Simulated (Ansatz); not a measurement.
**triplet BSiH5 at 6 levels**

Wanted: a comparison of 6 runs (U-r2SCAN/STO-3G, U-revPBE/STO-3G, UBHLYP/STO-3G, UCAM-B3LYP/STO-3G, UPBE0/STO-3G, UCCSDT/STO-3G) of triplet BSiH5. 

The calculation is run with Ansatz 0.2.0.

47 further runs of the same task are left out: 47 set aside as unsound or not needed.

## Step 1: The molecule

BSiH5 has 7 atoms, charge 0, and is taken as a triplet. As SMILES of the parent species, `B[SiH3]`. Geometry: relaxed at PBE0-D4/def2-TZVP. That shape belongs to the parent species and isn't relaxed for this state.

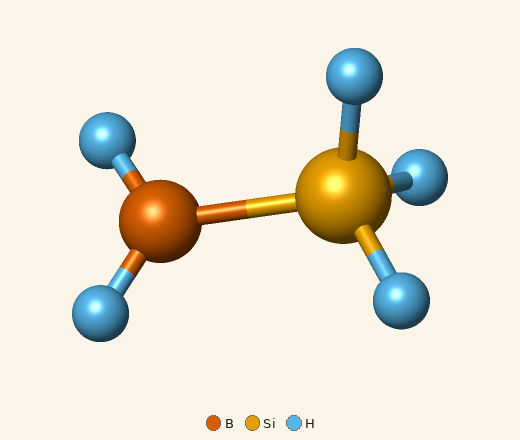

Viewed from a chosen angle; boron orange, silicon amber, hydrogen blue.

## Step 2: The energy at U-r2SCAN/STO-3G (run 1)

Contents of run.yaml:

```yaml
crystal:
  periodic: [false, false, false]
  atoms:
    - {symbol: B, position_ang: [-0.043200, -1.189000, 0.204300]}
    - {symbol: Si, position_ang: [0.089100, 0.785300, -0.148500]}
    - {symbol: H, position_ang: [-1.126000, -1.690600, 0.290100]}
    - {symbol: H, position_ang: [0.906400, -1.902500, 0.335400]}
    - {symbol: H, position_ang: [-0.616000, 1.093400, -1.427200]}
    - {symbol: H, position_ang: [-0.623600, 1.516700, 0.939600]}
    - {symbol: H, position_ang: [1.474500, 1.318800, -0.239500]}
basis:
  gaussian:
    orbitals: STO-3G
magnetization:
  spin_polarized: true
  initial_magnetization: 2
hamiltonian:
  xc: {name: r2SCAN}
accuracy: high
```

Started as:

```console
$ ansatz run run.yaml --threads 1 --pin off --max-ram 2610MiB --events-out events.jsonl --progress --plain --runs-dir runs
```

Output:

```text
Warning: RAYON_NUM_THREADS=1 ignored (pool sized by the plan → 1); use --threads N
Functional definition: r2SCAN
  name "r2SCAN"
  parameter k0 = 0.174
  parameter k1 = 0.065
  parameter a1 = 4.9479
  exchange = r2scan_x(k0 = k0, k1 = k1, a1 = a1)
  correlation = r2scan_c
334 factors; integrals over basis functions are off by at most 1.3e-8 eV
mean field evaluation 1: about -8527.1539 eV, gradient 1.3e1 eV
mean field evaluation 2: about -8524.5404 eV, gradient 1.7e1 eV
mean field evaluation 4: about -8528.4786 eV, gradient 1.1e0 eV
mean field evaluation 8: about -8528.4152 eV, gradient 4.6e-2 eV
mean field evaluation 16: about -8528.4152 eV, gradient 2.9e-5 eV
mean field -8528.41522617 eV, -313.4134787944 hartree, gradient 2.4e-8 eV, S^2 2.005675; 3 other end points of the search recorded, 0 dependent functions left out
reference -8528.41522719 eV, -313.4134788319 hartree; 13, 11 occupied and 6, 8 virtual orbitals, 334 factors
Total energy: -8528.41522719 eV, -313.4134788319 hartree
```

Run time: 5.4 s. Hardware: 1 thread of Arm Neoverse V2, shared host; peak memory 0.24 GiB.

## Step 3: A single-point energy at U-revPBE/STO-3G (run 2)

Edit run.yaml of step 2 so:

```diff
@@ -13,2 +13,5 @@
     orbitals: STO-3G
+hamiltonian:
+  xc: {name: revPBE}
+accuracy: high
 magnetization:
@@ -16,4 +19 @@
   initial_magnetization: 2
-hamiltonian:
-  xc: {name: r2SCAN}
-accuracy: high
```

Started as:

```console
$ ansatz run run.yaml --threads 1 --pin off --max-ram 2610MiB --events-out events.jsonl --progress --plain --runs-dir runs
```

Output:

```text
Warning: RAYON_NUM_THREADS=1 ignored (pool sized by the plan → 1); use --threads N
Functional definition: revPBE
  name "revPBE"
  parameter kappa = 1.245
  parameter beta = 0.06672455060314922
  exchange = pbe_x(kappa = kappa, mu = beta*pi^2/3)
  correlation = pbe_c(beta = beta)
334 factors; integrals over basis functions are off by at most 1.3e-8 eV
mean field evaluation 1: about -8526.2869 eV, gradient 1.4e1 eV
mean field evaluation 2: about -8523.0720 eV, gradient 2.0e1 eV
mean field evaluation 4: about -8527.8556 eV, gradient 9.2e-1 eV
mean field evaluation 8: about -8527.7851 eV, gradient 3.4e-2 eV
mean field evaluation 16: about -8527.7851 eV, gradient 4.3e-6 eV
mean field -8527.78513067 eV, -313.3903232116 hartree, gradient 4.2e-8 eV, S^2 2.003377; 1 other end points of the search recorded, 0 dependent functions left out
reference -8527.78513316 eV, -313.3903233033 hartree; 13, 11 occupied and 6, 8 virtual orbitals, 334 factors
Total energy: -8527.78513316 eV, -313.3903233033 hartree
```

It took 2.1 s on 1 thread of Arm Neoverse V2, shared host; peak memory 0.14 GiB.

Runs 3 to 5 aren't shown in full; the table further down has their settings and results.

## Step 4: The energy at UCCSDT/STO-3G (run 6)

Contents of in.yaml:

```yaml
crystal:
  periodic: [false, false, false]
  atoms:
    - {symbol: B, position_ang: [-0.043200, -1.189000, 0.204300]}
    - {symbol: Si, position_ang: [0.089100, 0.785300, -0.148500]}
    - {symbol: H, position_ang: [-1.126000, -1.690600, 0.290100]}
    - {symbol: H, position_ang: [0.906400, -1.902500, 0.335400]}
    - {symbol: H, position_ang: [-0.616000, 1.093400, -1.427200]}
    - {symbol: H, position_ang: [-0.623600, 1.516700, 0.939600]}
    - {symbol: H, position_ang: [1.474500, 1.318800, -0.239500]}
basis:
  gaussian: {orbitals: STO-3G}
accuracy: high
scf: {omitted_lower_state_checks: [cluster_reference, increment]}
correlation: {method: ccsdt, frozen_orbitals: {B: 1, H: 0, Si: 5}}
magnetization: {spin_polarized: true, initial_magnetization: 2}
total_charge: 0
```

Started as:

```console
$ ansatz run in.yaml --threads 1 --pin off --max-ram 2610MiB --events-out events.jsonl --progress --plain --runs-dir runs
```

Output:

```text
Warning: RAYON_NUM_THREADS=1 ignored (pool sized by the plan → 1); use --threads N
[... 11 lines left out ...]
6 core orbitals not correlated: weight in the atoms' cores, before any rotation towards them, 1.000 or more for the frozen orbitals, at most 0.000 for the correlated occupied ones
[... 30 lines left out ...]
Total energy: -8510.94288744 eV, -312.7713821891 hartree
Checks for a lower state left out: cluster_reference, increment
```

Run time: 0.66 s. Hardware: 1 thread of Arm Neoverse V2, shared host.

## Step 5: The series

```csv
run,level,frozen core orbitals,energy (Eh),⟨S²⟩,wall time
1,U-r2SCAN/STO-3G,–,-313.413479,2.006,5.4 s
2,U-revPBE/STO-3G,–,-313.390323,2.003,2.1 s
3,UBHLYP/STO-3G,–,-313.430761,2.003,2.2 s
4,UCAM-B3LYP/STO-3G,–,-313.402102,2.002,2.5 s
5,UPBE0/STO-3G,–,-313.290907,2.003,2.3 s
6,UCCSDT/STO-3G,6,-312.771382,2.009,0.66 s
```

## Step 6: Results

```
                                          quantity          value
                               run 6: total energy  -312.77138 Eh
run 6: correlation energy (6 core orbitals frozen)     -104.9 mEh
          run 6: ⟨S²⟩ of the reference determinant          2.009
                              run 6: T1 diagnostic          0.010
```

What this shows: Totals of different functionals can't be ranked against each other. In runs 1, 2, 3, 4, 5, 6 the basis is minimal, so the values are rough. All runs together took 15 s, the longest 5.4 s.
